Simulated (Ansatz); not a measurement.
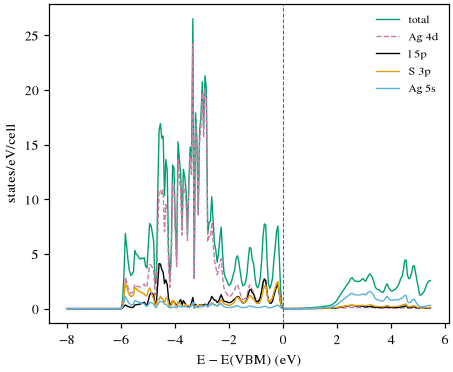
Figure: Total and projected density of states of Ag3SI in space group R3 (No. 146; Ag on 9b, S on 3a, I on 3a), DFT-PBEsol in the program Ansatz with PAW potentials

Problem. Which orbitals carry the states next to the gap?

Solution. Top 1 eV of the valence band: Ag 4d 33 %, I 5p 31 %, S 3p 29 %. Bottom 1 eV of the conduction band: Ag 5s 41 %, S 3p 21 %, S 3s 12 %, I 5p 10 %, Ag 4d 8 %. Projections are on Löwdin-orthogonalised atomic valence shells; empty p or d shells of many metals are not among them.

Problem. Where is the tallest occupied peak in this window, and what makes it?

Solution. Near -3.3 eV, about 27 states/eV per cell; the largest projected share is Ag 4d.

The workflow started from an entry of the Crystallography Open Database (COD), which files this formula under 2 space groups. Its standing as an ambient phase is unchecked. The PBEsol relaxation kept the symmetry of its start; whether a distortion lowers the energy is not shown. No spin polarisation was allowed. Scalar-relativistic: spin–orbit coupling is off unless named, which matters more the heavier the elements.

Potentials: the later of the program's two PAW sets.
